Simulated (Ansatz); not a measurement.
# HOF (hypofluorous acid) at RPA@PBE/aug-cc-pVTZ

What is the energy change on altering one bond length of HOF (hypofluorous acid) at RPA@PBE/aug-cc-pVTZ? 

The results are computed with Ansatz 0.2.0.

48 further runs of the same task are left out: 48 set aside as unsound or not needed.

## (1) The system as given

HOF has 3 atoms, charge 0, and is taken as a singlet. SMILES: `OF`. Geometry: relaxed at PBE0-D4/def2-TZVP.

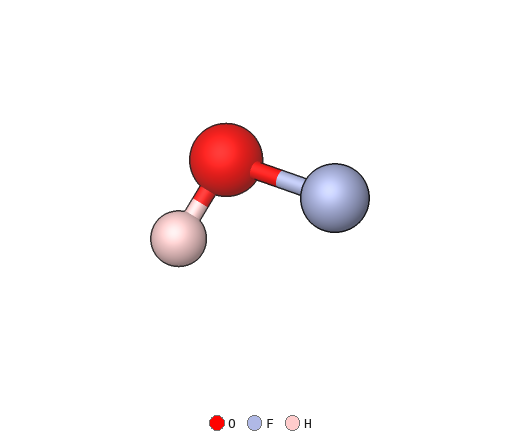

The structure, seen from a chosen angle (oxygen red, fluorine light blue, hydrogen pink).

## (2) The energy at RPA@PBE/aug-cc-pVTZ

File molecule.yaml:

```yaml
crystal:
  periodic: [false, false, false]
  atoms:
    - {symbol: O, position_ang: [0.430590, -0.210340, 0.216330]}
    - {symbol: F, position_ang: [-0.221910, 1.014620, -0.010980]}
    - {symbol: H, position_ang: [-0.208690, -0.804280, -0.205350]}
basis:
  gaussian:
    orbitals: aug-cc-pVTZ
hamiltonian:
  xc: {name: PBE}
correlation:
  method: rpa
  frozen_orbitals: {F: 1, H: 0, O: 1}
accuracy: high
```

On the command line:

```
ansatz run molecule.yaml --threads 1 --pin off --max-ram 3480MiB --events-out events.jsonl --progress --plain --runs-dir runs
```

The log of the run:

```text
Warning: RAYON_NUM_THREADS=1 ignored (pool sized by the plan → 1); use --threads N
Functional definition: PBE
  name "PBE"
  parameter kappa = 0.804
  parameter beta = 0.06672455060314922
  exchange = pbe_x(kappa = kappa, mu = beta*pi^2/3)
  correlation = pbe_c(beta = beta)
1764 factors; integrals over basis functions are off by at most 3.3e-9 eV
mean field evaluation 1: about -4771.9914 eV, gradient 3.8e1 eV
mean field evaluation 2: about -4771.9914 eV, gradient 3.8e1 eV
mean field evaluation 4: about -4773.5900 eV, gradient 2.0e1 eV
mean field evaluation 8: about -4774.1510 eV, gradient 1.1e-1 eV
mean field evaluation 16: about -4774.1510 eV, gradient 2.1e-6 eV
mean field -4774.15101332 eV, -175.4468137036 hartree, gradient 3.9e-8 eV, S^2 0.000000; 0 other end points of the search recorded, 0 dependent functions left out
2 core orbitals not correlated: weight in the atoms' cores, before any rotation towards them, 1.000 or more for the frozen orbitals, at most 0.000 for the correlated occupied ones
reference -4756.13808518 eV, -174.7848508044 hartree; 7, 7 occupied and 106, 106 virtual orbitals, 1764 factors
Total energy: -4777.54170965 eV, -175.5714194955 hartree
```

It took 6.3 s on 1 thread of Arm Neoverse V2, shared host; peak memory 0.35 GiB.

## (3) The distorted shape

File molecule.yaml:

```yaml
basis:
  gaussian:
    orbitals: aug-cc-pVTZ
crystal:
  periodic: [false, false, false]
  atoms:
    - {symbol: O, position_ang: [0.526465, -0.121265, 0.279571]}
    - {symbol: F, position_ang: [-0.126035, 1.103695, 0.052261]}
    - {symbol: H, position_ang: [-0.208690, -0.804280, -0.205350]}
hamiltonian:
  xc: {name: PBE}
correlation:
  method: rpa
  frozen_orbitals: {F: 1, H: 0, O: 1}
accuracy: high
```

On the command line:

```
ansatz run molecule.yaml --threads 1 --pin off --max-ram 3480MiB --events-out events.jsonl --progress --plain --runs-dir runs
```

The log of the run:

```text
Warning: RAYON_NUM_THREADS=1 ignored (pool sized by the plan → 1); use --threads N
[... 6 set-up lines as earlier in the session ...]
1783 factors; integrals over basis functions are off by at most 2.7e-9 eV
mean field evaluation 1: about -4772.0077 eV, gradient 3.4e1 eV
mean field evaluation 2: about -4772.0074 eV, gradient 3.4e1 eV
mean field evaluation 4: about -4773.3525 eV, gradient 1.9e1 eV
mean field evaluation 8: about -4773.8549 eV, gradient 1.2e-1 eV
mean field evaluation 16: about -4773.8550 eV, gradient 1.2e-6 eV
mean field -4773.85495161 eV, -175.4359336364 hartree, gradient 2.4e-8 eV, S^2 0.000000; 0 other end points of the search recorded, 0 dependent functions left out
2 core orbitals not correlated: weight in the atoms' cores, before any rotation towards them, 1.000 or more for the frozen orbitals, at most 0.000 for the correlated occupied ones
reference -4755.53516517 eV, -174.7626939023 hartree; 7, 7 occupied and 106, 106 virtual orbitals, 1783 factors
Total energy: -4777.21152146 eV, -175.5592853033 hartree
```

Run time: 6.3 s. Hardware: 1 thread of Arm Neoverse V2, shared host; peak memory 0.35 GiB.

## (4) Outcome

At RPA@PBE/aug-cc-pVTZ, 2 core orbitals frozen:

| quantity | value |
| --- | --- |
| first shape: total energy | -175.57142 Eh |
| first shape: RPA correlation energy (valence) | -786.6 mEh |
| distorted shape: total energy | -175.55929 Eh |
| distorted shape: RPA correlation energy (valence) | -796.6 mEh |
| energy change with the O1–H3 bond stretched from 0.969 to 1.115 Å | 0.330 eV |

**Reading.** With the O1–H3 bond stretched from 0.969 to 1.115 Å the energy rises by 0.33 eV (7.6 kcal/mol). The first shape isn't relaxed at this level, so the change isn't measured from a minimum.
